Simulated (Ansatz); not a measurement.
# AlF3 (SMILES [F][Al]([F])[F]): levels of theory compared

Aim: a comparison of 6 runs (B3LYP/STO-3G, BLYP/STO-3G, UPBE0/STO-3G, wB97M-V/STO-3G, wB97X/STO-3G, MP2/STO-3G) of AlF3. 

Program for the calculation: Ansatz 0.2.0.

38 further runs of the same task are left out: 6 that didn't finish, 32 set aside as unsound or not needed.

### 1 The system as given

The species is AlF3 (4 atoms), meant as a singlet with charge 0. SMILES: `[F][Al]([F])[F]`. The F3–Al1 distance was set to 2.447 Å, away from the relaxed value.

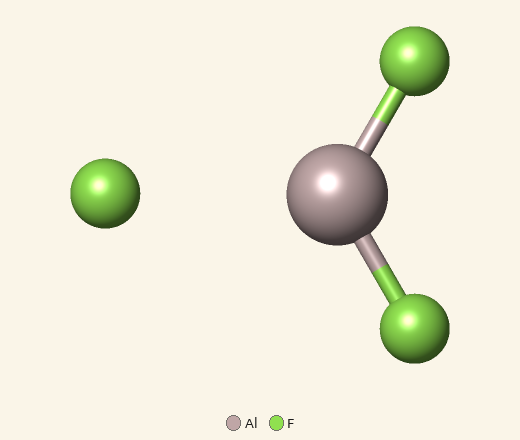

Viewed from a chosen angle; aluminium light grey, fluorine green.

### 2 The energy at B3LYP/STO-3G (run 1)

Input file run.yaml:

```yaml
basis:
  gaussian:
    orbitals: STO-3G
crystal:
  periodic: [false, false, false]
  atoms:
    - {symbol: Al, position_ang: [0.395489, -0.713463, 0.006430]}
    - {symbol: F, position_ang: [2.026529, -0.740263, 0.021180]}
    - {symbol: F, position_ang: [-0.791540, 1.425990, -0.016640]}
    - {symbol: F, position_ang: [-0.443411, -2.111783, 0.012090]}
hamiltonian:
  xc: {name: B3LYP}
accuracy: high
total_charge: 0
```

Command:

```sh
$ ansatz run run.yaml --threads 1 --pin off --max-ram 2610MiB --events-out events.jsonl --progress --plain --runs-dir runs
```

Standard output:

```text
Warning: RAYON_NUM_THREADS=1 ignored (pool sized by the plan → 1); use --threads N
Functional definition: B3LYP
  name "B3LYP"
  parameter a0 = 0.2
  parameter ax = 0.72
  parameter ac = 0.81
  exchange = (1 - a0 - ax)*slater_x + ax*b88_x + a0*exact_x
  correlation = (1 - ac)*vwn_rpa_c + ac*lyp_c
423 factors; integrals over basis functions are off by at most 4.3e-8 eV
mean field evaluation 1: about -14539.9778 eV, gradient 3.4e1 eV
mean field evaluation 2: about -14297.9162 eV, gradient 2.2e2 eV
mean field evaluation 4: about -14547.2164 eV, gradient 1.1e1 eV
mean field evaluation 8: about -14547.6927 eV, gradient 3.3e-2 eV
mean field evaluation 16: about -14547.6745 eV, gradient 1.3e-6 eV
mean field -14547.67454517 eV, -534.6171787671 hartree, gradient 1.8e-8 eV, S^2 0.000000; 0 other end points of the search recorded, 0 dependent functions left out
reference -14547.67456634 eV, -534.6171795450 hartree; 20, 20 occupied and 4, 4 virtual orbitals, 423 factors
Total energy: -14547.67456634 eV, -534.6171795450 hartree
```

Run time: 1.3 s. Hardware: 1 thread of Arm Neoverse V1, shared host; peak memory 0.099 GiB.

### 3 The energy at BLYP/STO-3G (run 2)

Input file input.yaml:

```yaml
crystal:
  periodic: [false, false, false]
  atoms:
    - symbol: Al
      position_ang: [0.395489, -0.713463, 0.006430]
    - symbol: F
      position_ang: [2.026529, -0.740263, 0.021180]
    - symbol: F
      position_ang: [-0.791540, 1.425990, -0.016640]
    - symbol: F
      position_ang: [-0.443411, -2.111783, 0.012090]
basis:
  gaussian: {orbitals: STO-3G}
hamiltonian: {xc: {name: BLYP}}
accuracy: high
```

Command:

```sh
$ ansatz run input.yaml --threads 1 --pin off --max-ram 2610MiB --events-out events.jsonl --progress --plain --runs-dir runs
```

Standard output:

```text
Warning: RAYON_NUM_THREADS=1 ignored (pool sized by the plan → 1); use --threads N
Functional definition: BLYP
  name "BLYP"
  parameter beta = 0.0042
  parameter a = 0.04918
  parameter b = 0.132
  parameter c = 0.2533
  parameter d = 0.349
  exchange = b88_x(beta = beta)
  correlation = lyp_c(a = a, b = b, c = c, d = d)
423 factors; integrals over basis functions are off by at most 4.3e-8 eV
mean field evaluation 1: about -14538.0612 eV, gradient 3.5e1 eV
mean field evaluation 2: about -14229.0205 eV, gradient 1.7e2 eV
mean field evaluation 4: about -14531.5893 eV, gradient 5.6e1 eV
mean field evaluation 8: about -14545.4951 eV, gradient 1.5e-1 eV
mean field evaluation 16: about -14522.3604 eV, gradient 1.9e1 eV
mean field -14545.49530726 eV, -534.5370932510 hartree, gradient 4.1e-9 eV, S^2 0.000000; 0 other end points of the search recorded, 0 dependent functions left out
reference -14545.49533619 eV, -534.5370943143 hartree; 20, 20 occupied and 4, 4 virtual orbitals, 423 factors
Total energy: -14545.49533619 eV, -534.5370943143 hartree
```

Wall time 1.4 s (1 thread of Arm Neoverse V1, shared host); peak memory 0.099 GiB.

### 4 A single-point energy at UPBE0/STO-3G (run 3)

run.yaml, as its differences from that of step 2:

```diff
@@ -10,5 +10,7 @@
     - {symbol: F, position_ang: [-0.443411, -2.111783, 0.012090]}
+accuracy: high
+magnetization:
+  spin_polarized: true
+  initial_magnetization: 0
 hamiltonian:
-  xc: {name: B3LYP}
-accuracy: high
-total_charge: 0
+  xc: pbe0
```

Command:

```sh
$ ansatz run run.yaml --threads 1 --pin off --max-ram 2610MiB --events-out events.jsonl --progress --plain --runs-dir runs
```

Standard output:

```text
Warning: RAYON_NUM_THREADS=1 ignored (pool sized by the plan → 1); use --threads N
Functional definition: PBE0
  name "PBE0"
  parameter a = 0.25
  parameter kappa = 0.804
  parameter beta = 0.06672455060314922
  exchange = (1 - a)*pbe_x(kappa = kappa, mu = beta*pi^2/3) + a*exact_x
  correlation = pbe_c(beta = beta)
423 factors; integrals over basis functions are off by at most 4.3e-8 eV
mean field evaluation 1: about -14531.1316 eV, gradient 2.3e1 eV
mean field evaluation 2: about -14319.6826 eV, gradient 1.5e2 eV
mean field evaluation 4: about -14538.3051 eV, gradient 6.4e0 eV
mean field evaluation 8: about -14538.6044 eV, gradient 1.2e-1 eV
mean field evaluation 16: about -14538.5908 eV, gradient 5.5e-6 eV
mean field evaluation 32: about -14529.1306 eV, gradient 1.5e1 eV
mean field -14538.64484736 eV, -534.2853434929 hartree, gradient 7.7e-8 eV, S^2 0.252790; 6 other end points of the search recorded, 0 dependent functions left out
reference -14538.64484837 eV, -534.2853435303 hartree; 20, 20 occupied and 4, 4 virtual orbitals, 423 factors
Total energy: -14538.64484837 eV, -534.2853435303 hartree
```

It took 4.2 s on 1 thread of Arm Neoverse V1, shared host; peak memory 0.14 GiB.

Runs 4 to 5 aren't shown in full; the table further down has their settings and results.

### 5 A single-point energy at MP2/STO-3G (run 6)

Input file job.yaml:

```yaml
crystal:
  periodic: [false, false, false]
  atoms:
    - {symbol: Al, position_ang: [0.395489, -0.713463, 0.006430]}
    - {symbol: F, position_ang: [2.026529, -0.740263, 0.021180]}
    - {symbol: F, position_ang: [-0.791540, 1.425990, -0.016640]}
    - {symbol: F, position_ang: [-0.443411, -2.111783, 0.012090]}
basis:
  gaussian: {orbitals: STO-3G}
total_charge: 0
correlation: {method: mp2, frozen_orbitals: {Al: 5, F: 1}}
accuracy: high
```

Command:

```sh
$ ansatz run job.yaml --threads 1 --pin off --max-ram 2610MiB --events-out events.jsonl --progress --plain --runs-dir runs
```

Standard output, shortened:

```text
Warning: RAYON_NUM_THREADS=1 ignored (pool sized by the plan → 1); use --threads N
Functional definition: HF
  name "HF"
[...]
423 factors; integrals over basis functions are off by at most 4.3e-8 eV
[...]
mean field -14504.85127403 eV, -533.0434525793 hartree, gradient 1.8e-8 eV, S^2 0.000000; 0 other end points of the search recorded, 0 dependent functions left out; unrestricted orbitals would lower it
[...]
unrestricted determinant -14506.58084053 eV, -533.1070129757 hartree, S^2 0.8103
8 core orbitals not correlated: weight in the atoms' cores, before any rotation towards them, 1.000 or more for the frozen orbitals, at most 0.000 for the correlated occupied ones
reference -14504.85127403 eV, -533.0434525793 hartree; 12, 12 occupied and 4, 4 virtual orbitals, 423 factors
second order -2.87491742 eV of doubles, -0.00000000 eV of singles
Total energy: -14507.72619145 eV, -533.1491038457 hartree
```

Run time: 0.2 s. Hardware: 1 thread of Arm Neoverse V1, shared host.

### 6 All runs side by side

```csv
run,level,frozen core orbitals,energy (Eh),wall time
1,B3LYP/STO-3G,–,-534.617180,1.3 s
2,BLYP/STO-3G,–,-534.537094,1.4 s
3,UPBE0/STO-3G,–,-534.285344,4.2 s
4,wB97M-V/STO-3G,–,-534.666408,23 s
5,wB97X/STO-3G,–,-534.581849,5.7 s
6,MP2/STO-3G,8,-533.149104,0.2 s
```

### 7 What came out

| quantity | value |
| --- | --- |
| run 6: total energy | -533.14910 Eh |
| run 6: correlation energy (8 core orbitals frozen) | -105.7 mEh |

What this shows: Totals of different functionals can't be ranked against each other. In run 6 the log says that unrestricted orbitals would lower the reference, so the values rest on an unstable closed-shell determinant (other closed-shell runs at this shape may share the fault). In runs 1, 2, 3, 4, 5, 6 the basis is minimal, so the values are rough. Spin contamination of the reference: run 3 ⟨S²⟩ = 0.25. All runs together took 36 s, the longest 23 s.
